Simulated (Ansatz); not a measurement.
# ZnCd5Se6: one candidate of a structure search

Aim: relax a trial structure of ZnCd5Se6 and see where it ends.

Method: DFT PBE, scalar-relativistic, plane waves, PAW, in Ansatz 0.2.0.

## 1. The system as given

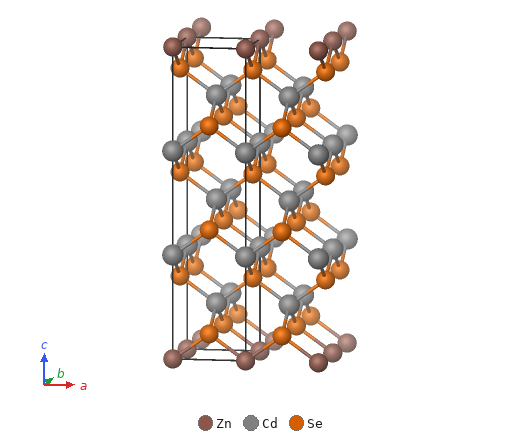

The starting structure, seen slightly off an axis (zinc brown, cadmium grey, selenium orange). 2×2×1 cells are drawn. Atoms on the faces are drawn again on the opposite ones.

Coordinates:

```
Zn Cd Se
1.0
     4.15435    0.00000    0.00000
     0.00000    4.15435    0.00000
     0.00000    0.00000   17.62542
Zn Cd Se
1 5 6
Direct
  0.00000 0.00000 0.00000
  0.00000 0.00000 0.66667
  0.50000 0.50000 0.83333
  0.50000 0.50000 0.16667
  0.00000 0.00000 0.33333
  0.50000 0.50000 0.50000
  0.50000 0.00000 0.75000
  0.00000 0.50000 0.91667
  0.50000 0.00000 0.08333
  0.00000 0.50000 0.25000
  0.50000 0.00000 0.41667
  0.00000 0.50000 0.58333
```

The start is an ordering of an alloy on its end members' structure types: elements ordered on the sites of the CdSe type, Zn/Cd on Cd (P-4m2, No. 115).

## 2. The guess as it stands, on a coarse mesh

input.yaml reads:

```yaml
crystal:
  lattice:
    - [4.15435148, 0.0, 0.0]
    - [0.0, 4.15435148, 0.0]
    - [0.0, 0.0, 17.62542064]
  atoms:
    - { symbol: Zn, position: [0.0, 0.0, 0.0] }
    - { symbol: Cd, position: [0.0, 0.0, 0.66666667] }
    - { symbol: Cd, position: [0.5, 0.5, 0.83333333] }
    - { symbol: Cd, position: [0.5, 0.5, 0.16666667] }
    - { symbol: Cd, position: [0.0, 0.0, 0.33333333] }
    - { symbol: Cd, position: [0.5, 0.5, 0.5] }
    - { symbol: Se, position: [0.5, 0.0, 0.75] }
    - { symbol: Se, position: [0.0, 0.5, 0.91666667] }
    - { symbol: Se, position: [0.5, 0.0, 0.08333333] }
    - { symbol: Se, position: [0.0, 0.5, 0.25] }
    - { symbol: Se, position: [0.5, 0.0, 0.41666667] }
    - { symbol: Se, position: [0.0, 0.5, 0.58333333] }
basis:
  ecutwfc: 420
kpoints:
  mp_grid: { grid: [4, 4, 1] }
hamiltonian:
  xc: pbe
scf:
  occupations: { method: gaussian, width: 0.1 }
  lower_state_search: "off"
output:
  forces: true
  stress: true
  eigenvalues: true
```

On the command line:

```bash
> ansatz run input.yaml --threads 1 --pin off --max-ram 2560MiB --backend cpu --events-out ev --progress --plain --runs-dir out
```

The program printed (excerpt; [...] marks lines left out):

```text
Warning: RAYON_NUM_THREADS=1 ignored (pool sized by the plan → 1); use --threads N
[...]
Pseudopotentials: kind: paw
Pseudopotential: Zn, paw, valence charge 12, recommended cutoff 420 eV (normal), Zn.paw.azcp
Pseudopotential: Cd, paw, valence charge 20, recommended cutoff 420 eV (normal), Cd.paw.azcp
Pseudopotential: Se, paw, valence charge 16, recommended cutoff 420 eV (normal), Se.paw.azcp
Functional definition: PBE
[...]
Crystal: 12 atoms, lattice volume = 304.191 Å³
Basis set: ecut = 420 eV, 5907 PW (Γ), exchange–correlation on 60×60×240 points (8 copies of the dense FFT grid, shifted against one another)
Bands: 125, of which v1, the nominal top of the filled ones, is band 104 counted from 1 (103 counted from 0)
Symmetry: 8 space group operations
Space group: P-4m2 (ITA 115), of the structure as read, at distance tolerance 6.7e-5 Å
k-points: 6 of 16
[...]
SCF iter   1: F=—  HF=-77412.135407 eV  |F-HF|=—  |Δ(HF+E_count)|=         —  Δρ=6.81e-4  dr2=2.65e-3  ethr=1.77e-3  ⟨swp⟩=5.0  Hψ=2478  notcnv=0  defer=15
[...]
SCF iter   8: F=-77412.140305 eV  HF=-77412.140305 eV  |F-HF|=1.78e-8  |Δ(HF+E_count)|=   1.46e-7  Δρ=2.24e-6  dr2=1.37e-8  ethr=4.81e-11  ⟨swp⟩=7.8  Hψ=3071  notcnv=0
[...]
SCF converged after 8 iterations
Free energy (F): -77412.140305 eV
[...]
E sigma→0 (E₀):  -77412.140305 eV
Fermi energy:    8.894545 eV
[...]
--- Forces (eV/Å), atoms counted from 1 ---
  atom   1  Zn    -0.00000000     0.00000000     0.00000000
  atom   2  Cd     0.00000000     0.00000000    -0.00073368
  atom   3  Cd     0.00000000     0.00000000     0.06287512
  atom   4  Cd    -0.00000000     0.00000000    -0.06287512
  atom   5  Cd     0.00000000     0.00000000     0.00073368
  atom   6  Cd     0.00000000     0.00000000     0.00000000
  atom   7  Se    -0.00000000     0.00000000     0.00275058
  atom   8  Se    -0.00000000     0.00000000     1.38203326
[...]
--- Stress (GPa, compression-positive) ---
        8.211777       0.000000       0.000000
        0.000000       8.211777       0.000000
        0.000000       0.000000       7.927462
  P = ⅓ Tr σ = 8.1170 GPa (81.170 kbar)
--- Band table (eV; the first three rows and the last of 6) ---
[...]
```

Wall time 9.5 s (1 thread of Intel Xeon 6975P-C (Granite Rapids), shared host); peak memory 0.69 GiB.

From the probe: pressure 8.1 GPa, largest force 1.38 eV/Å, gap on this mesh 0.81 eV. A guess like this is first relaxed loosely on the coarse mesh.

## 3. Rough relaxation on the coarse mesh

Changes to input.yaml since step 2:

```diff
@@ -31 +31,6 @@
   eigenvalues: true
+relax:
+  adjacent_minimum: "off"
+  f_tol: 0.04
+  max_steps: 70
+  cell: { stress_tol: 0.4 }
```

On the command line:

```bash
> ansatz run input.yaml --threads 1 --pin off --max-ram 2560MiB --backend cpu --events-out ev --progress --plain --runs-dir out
```

The program printed:

```text
Warning: RAYON_NUM_THREADS=1 ignored (pool sized by the plan → 1); use --threads N
Engine: ansatz 0.2.0, x86_64-unknown-linux-gnu
Pseudopotentials: kind: paw
Pseudopotential: Zn, paw, valence charge 12, recommended cutoff 420 eV (normal), Zn.paw.azcp
Pseudopotential: Cd, paw, valence charge 20, recommended cutoff 420 eV (normal), Cd.paw.azcp
Pseudopotential: Se, paw, valence charge 16, recommended cutoff 420 eV (normal), Se.paw.azcp
Functional definition: PBE
  parameter kappa = 0.804
  parameter beta = 0.06672455060314922
  exchange = pbe_x(kappa = kappa, mu = beta*pi^2/3)
  correlation = pbe_c(beta = beta)
Crystal: 12 atoms, lattice volume = 304.191 Å³
Basis set: ecut = 420 eV, 5907 PW (Γ), exchange–correlation on 60×60×240 points (8 copies of the dense FFT grid, shifted against one another)
Bands: 125, of which v1, the nominal top of the filled ones, is band 104 counted from 1 (103 counted from 0)
Symmetry: 8 space group operations
Space group: P-4m2 (ITA 115), of the structure as read, at distance tolerance 6.7e-5 Å
k-points: 6 of 16
Non-local potential: Zn, projectors of the file, l = 0: 2, l = 1: 2, l = 2: 3, l = 3: 1
Non-local potential: Cd, projectors of the file, l = 0: 3, l = 1: 2, l = 2: 2, l = 3: 1
Non-local potential: Se, projectors of the file, l = 0: 2, l = 1: 2, l = 2: 3, l = 3: 1
PAW form: soft (Blöchl's): semilocal exchange-correlation on the pseudo side does not see the compensation charge
PAW one-centre angular grid: Zn, 590 points (default); XC on 64 Gauss nodes
PAW one-centre angular grid: Cd, 590 points (default); XC on 64 Gauss nodes
PAW one-centre angular grid: Se, 590 points (default); XC on 64 Gauss nodes
Initial density: superposition of atomic densities (neutral atoms: chi_scale 0, normalization atom), corrected by the library's trained network
Initial wavefunctions: pseudopotential atomic-orbital guess
Functional: x = pbe(κ = 0.804, μ = 0.2195149727645171), c = pbe(β = 0.06672455060314922)
SCF iter   1: F=—  HF=-77412.135407 eV  |F-HF|=—  |Δ(HF+E_count)|=         —  Δρ=6.81e-4  dr2=2.65e-3  ethr=1.77e-3  ⟨swp⟩=5.0  Hψ=2478  notcnv=0  defer=15
preconditioner: auto → Resta (q_TF=auto, 2.561 Å⁻¹)  ε∞=4.4  [insulator: Δε(μ)=0.808 eV  Ē_g=12.056 eV  σ=0.100 eV  W_gap=1.00  n_scr=86 (ndim 8)  ℏωp=22.1 eV  f_vac=0.172  D(μ)=0.00/eV (n_scr^D=0)  ε∞_Penn≈4.4]
SCF iter   2: F=—  HF=-77412.140004 eV  |F-HF|=—  |Δ(HF+E_count)|=   4.60e-3  Δρ=3.48e-4  dr2=5.51e-4  ethr=1.28e-6  ⟨swp⟩=2.3  Hψ=1527  notcnv=0  defer=18
SCF iter   3: F=—  HF=-77412.140048 eV  |F-HF|=—  |Δ(HF+E_count)|=   4.41e-5  Δρ=1.62e-4  dr2=8.40e-5  ethr=2.65e-7  ⟨swp⟩=2.0  Hψ=972  notcnv=0  defer=18
SCF iter   4: F=—  HF=-77412.140282 eV  |F-HF|=—  |Δ(HF+E_count)|=   2.34e-4  Δρ=8.09e-5  dr2=2.06e-5  ethr=4.04e-8  ⟨swp⟩=2.0  Hψ=1167  notcnv=0  defer=18
SCF iter   5: F=—  HF=-77412.140296 eV  |F-HF|=—  |Δ(HF+E_count)|=   1.41e-5  Δρ=4.18e-5  dr2=6.28e-6  ethr=9.92e-9  ⟨swp⟩=2.0  Hψ=806  notcnv=0  defer=18
SCF iter   6: F=—  HF=-77412.140304 eV  |F-HF|=—  |Δ(HF+E_count)|=   8.03e-6  Δρ=1.65e-5  dr2=1.18e-6  ethr=3.02e-9  ⟨swp⟩=2.0  Hψ=979  notcnv=0  defer=18
SCF iter   7: F=—  HF=-77412.140305 eV  |F-HF|=—  |Δ(HF+E_count)|=   1.53e-6  Δρ=5.75e-6  dr2=1.01e-7  ethr=5.69e-10  ⟨swp⟩=2.0  Hψ=1167  notcnv=0  defer=18
SCF iter   8: F=-77412.140305 eV  HF=-77412.140305 eV  |F-HF|=1.79e-8  |Δ(HF+E_count)|=   1.46e-7  Δρ=2.23e-6  dr2=1.37e-8  ethr=4.81e-11  ⟨swp⟩=10.7  Hψ=3736  notcnv=0
SCF 1 converged in 8 iterations: F = -77412.140305 eV  dr2 = 1.37e-8
relax step   1: F+E_penalty+E_count = -77412.14030531 eV  Δ(F+E_penalty+E_count) = +0.000e0 eV  max|allowed force component| = 1.382e0 eV/Å  Δτ_max = 0.0000 Å  P = +8.117 GPa  Ω = 304.191 Å³  (8 SCF iters, dr2 threshold 1.00e-7 eV, accepted)
[... 15 lines left out ...]
relax step   2: F+E_penalty+E_count = -77413.29317581 eV  Δ(F+E_penalty+E_count) = -1.153e0 eV  max|allowed force component| = 1.130e-1 eV/Å  Δτ_max = 0.1948 Å  P = -0.050 GPa  Ω = 344.598 Å³  energy of the carried Pulay correction = -9.030e-3 eV  (8 SCF iters, dr2 threshold 1.20e-6 eV, accepted)
[... 12 lines left out ...]
relax step   3: F+E_penalty+E_count = -77413.30984911 eV  Δ(F+E_penalty+E_count) = -1.667e-2 eV  max|allowed force component| = 1.989e-2 eV/Å  Δτ_max = 0.0632 Å  P = +0.009 GPa  Ω = 343.932 Å³  energy of the carried Pulay correction = -8.895e-3 eV  (8 SCF iters, dr2 threshold 7.97e-7 eV, accepted)
[... 14 lines left out ...]
relax step   4: F+E_penalty+E_count = -77413.31725465 eV  Δ(F+E_penalty+E_count) = -7.406e-3 eV  max|allowed force component| = 1.905e-2 eV/Å  Δτ_max = 0.0000 Å  P = -0.004 GPa  Ω = 343.932 Å³  stress off target by 6.98e-3 GPa  SCF on the basis re-selected at this cell (its energy is not comparable with the rows above)  (8 SCF iters)
basis re-selected at this cell: Δ(F+E_penalty+E_count) = -7.406e-3 eV, ΔP = -0.013 GPa vs the last step (what re-selecting the basis moved, of the pressure what is left beyond the Pulay correction that the steps carried, after the strain that the cell walked since its last selection, with what the two solves' SCF thresholds leave and, on support functions, any second-order correction that the steps lacked; it is no measure of the basis error at this ecutwfc). The dense FFT grid was sized anew with the basis: this SCF ran on 30×30×125 points, the steps before it on 30×30×120, so part of this shift can come from that change (see relax.cell in the input reference). This SCF's stress stands 6.98e-3 GPa from its target on what of the cell is left free (relax.cell.stress_tol is 4.00e-1 GPa) and its largest allowed force component is 1.90e-2 eV/Å (relax.f_tol is 4.00e-2 eV/Å): within both
SCF converged after 8 iterations
Free energy (F): -77413.317255 eV
Harris-Foulkes:  -77413.317255 eV  (|F-HF|=5.82e-10)
Internal energy: -77413.317248 eV  (E = F + TS)
E sigma→0 (E₀):  -77413.317251 eV
Entropy (-TS):   -0.000006 eV (-0.001 meV/atom)
Fermi energy:    6.966356 eV
--- Per-component energies (eV) ---
  E_band       = -4953.066030
  E_kinetic    = 3363.381103
  E_local      = -36970.124154  (includes V_loc(G=0)·N_el)
  E_nonlocal   = -2791.509223
  E_hartree    = 17489.495683
  E_xc         = -1643.399409
  E_vxc        = -1745.413593  (∫ρ·V_xc dr)
  E_paw        = -33714.950893  (= ΣΔE_a)
  E_vpaw       = -1788.389496  (= ΣTr[D̂ρ^β])
  E_aug_tail   = -0.003867  (compensation charges beyond the density's cutoff)
  E_ewald      = -23146.206488
  E_smearing   = -0.000006  (= −TS)
  E_closure    = -0.000000  (closes the sum)
  Σ components = -77413.317255   (vs F -77413.317255, Δ=0.00e0)
--- Forces (eV/Å), atoms counted from 1 ---
  atom   1  Zn    -0.00000000     0.00000000    -0.00000000
  atom   2  Cd    -0.00000000     0.00000000     0.00852997
  atom   3  Cd    -0.00000000     0.00000000     0.00734253
  atom   4  Cd    -0.00000000     0.00000000    -0.00734253
  atom   5  Cd    -0.00000000     0.00000000    -0.00852997
  atom   6  Cd    -0.00000000     0.00000000     0.00000000
  atom   7  Se     0.00000000     0.00000000     0.00839270
  atom   8  Se     0.00000000     0.00000000    -0.01904584
  atom   9  Se     0.00000000     0.00000000     0.01904584
  atom  10  Se     0.00000000     0.00000000    -0.00839270
  atom  11  Se     0.00000000     0.00000000    -0.00354435
  atom  12  Se     0.00000000     0.00000000     0.00354435
  max |Σ_I F_I| component: 4.77e-16 eV/Å
--- Stress (GPa, compression-positive) ---
       -0.006976       0.000000       0.000000
        0.000000      -0.006976       0.000000
        0.000000       0.000000       0.002390
  P = ⅓ Tr σ = -0.0039 GPa (-0.039 kbar)
--- Band table (eV; the first three rows and the last of 6) ---
  k-point 0: bands = ["-94.8763", "-94.8751", "-94.8751", "-94.8724", "-94.8724", "-55.9466", "-55.9466", "-55.9455", "-55.9455", "-55.9454", "-55.9454", "-55.9445", "-55.9445", "-55.9422", "-55.9409", "-55.9409", "-55.9405", "-55.9405", "-55.9378", "-55.9378", "-39.9479", "-39.9479", "-39.9445", "-39.9445", "-39.9406", "-39.9405", "-39.9326", "-39.9326", "-39.9305", "-39.9304", "-39.8741", "-39.8741", "-39.8741", "-39.8741", "-39.8736", "-39.8736", "-39.8694", "-39.8694", "-39.8692", "-39.8692", "-39.8690", "-39.8690", "-39.8671", "-39.8670", "-39.8642", "-39.8641", "-39.8616", "-39.8616", "-39.8587", "-39.8587", "-5.8023", "-5.6043", "-5.5394", "-5.3524", "-5.3081", "-5.1914", "-1.0988", "-1.0967", "-1.0967", "-1.0570", "-1.0570", "-1.0476", "-1.0017", "-1.0017", "-0.9472", "-0.9458", "-0.9458", "-0.9300", "-0.9024", "-0.9024", "-0.8733", "-0.8419", "-0.7984", "-0.7968", "-0.7819", "-0.7719", "-0.7605", "-0.7488", "-0.7417", "-0.7230", "-0.5570", "0.4495", "0.4495", "0.5667", "0.5913", "0.6794", "2.7390", "3.4345", "3.4618", "4.8104", "4.8104", "4.9640", "4.9910", "5.2508", "5.2508", "5.4095", "5.4095", "6.1193", "6.1193", "6.2197", "6.2197", "6.6455", "6.6885", "6.6885", "7.2316", "9.0398", "9.0753", "9.9099", "9.9311", "10.2691", "10.2903", "10.5681", "10.5847", "11.5463", "11.5914", "12.6096", "12.6096", "12.6098", "13.3533", "13.3533", "13.4936", "13.4936", "14.4519", "14.7087", "15.1478"]
[... 3 lines left out ...]
--- Relaxed structure (3 steps of the walk, 3 accepted, 1 SCFs on fresh bases) ---
  F+E_penalty+E_count = -77413.31725465 eV   max|allowed force component| = 1.905e-2 eV/Å   (the final SCF, on the basis selected at the relaxed cell)
  cell:  # Å, volume = 343.9324 Å³
    - [4.33171826510104, 0.0, 3.8018486922264584e-33]
    - [0.0, 4.33171826510104, 0.0]
    - [1.612987796837191e-32, 0.0, 18.329585270788897]
  atoms:
    - { symbol: Zn, position: [2.933375191615853e-33, 0.0, 3.2807226021411744e-20] }
    - { symbol: Cd, position: [-1.0442924336856152e-35, 0.0, 0.671154629790869] }
    - { symbol: Cd, position: [0.5, 0.5, 0.8426538733501019] }
    - { symbol: Cd, position: [0.5, 0.5, 0.15734612664989808] }
    - { symbol: Cd, position: [-2.6065659872242847e-33, 0.0, 0.328845370209131] }
    - { symbol: Cd, position: [0.5, 0.5, 0.5] }
    - { symbol: Se, position: [0.5, 0.0, 0.7568666033736818] }
    - { symbol: Se, position: [1.8902900324200112e-33, 0.5, 0.9289253620008493] }
    - { symbol: Se, position: [0.5, 0.0, 0.07107463799915066] }
    - { symbol: Se, position: [-3.070159391311326e-33, 0.5, 0.24313339662631817] }
    - { symbol: Se, position: [0.5, 0.0, 0.41443430138438303] }
    - { symbol: Se, position: [5.909608627619959e-35, 0.5, 0.585565698615617] }
```

It took 56 s on 1 thread of Intel Xeon 6975P-C (Granite Rapids), shared host; peak memory 0.74 GiB.

The steps of the relaxation:

| step | E - E(step 1) (eV/cell) | largest force component (eV/Å) | pressure (GPa) | volume (Å³) |
| --- | --- | --- | --- | --- |
| 1 | 0.0000 | 1.3820 | 8.12 | 304.19 |
| 2 | -1.1529 | 0.1130 | -0.05 | 344.60 |
| 3 | -1.1695 | 0.0199 | 0.01 | 343.93 |
| 4 | -1.1770 | 0.0190 | 0.00 | 343.93 |

Step 1 is the start. Step 4 repeats the geometry before it on a plane-wave basis chosen anew for that cell, so its energy need not be comparable with the rows above.

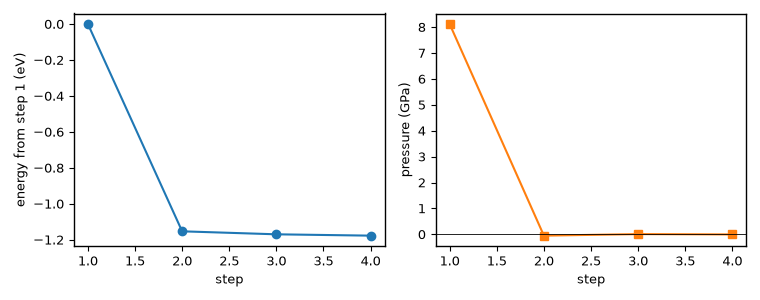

Energy and pressure along the relaxation.

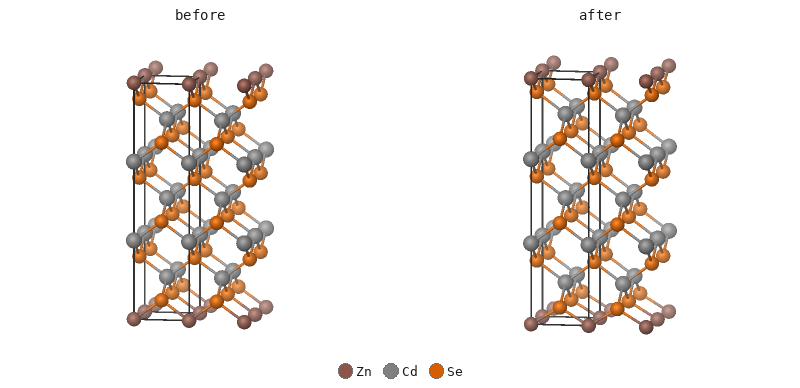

Before and after, at one scale.

|  | before | after | change |
| --- | --- | --- | --- |
| a (Å) | 4.154 | 4.332 | +4.3 % |
| b (Å) | 4.154 | 4.332 | +4.3 % |
| c (Å) | 17.625 | 18.330 | +4.0 % |
| volume (Å³/atom) | 25.35 | 28.66 | +13.1 % |
| shortest distance (Å) | 2.544 | 2.527 | -0.6 % |
| space group (0.01 Å) | P-4m2 | P-4m2 | same |

Forces and stress were held to the start's 8 operations: a distortion of lower symmetry was not tested.

[end of part 1 of 2]
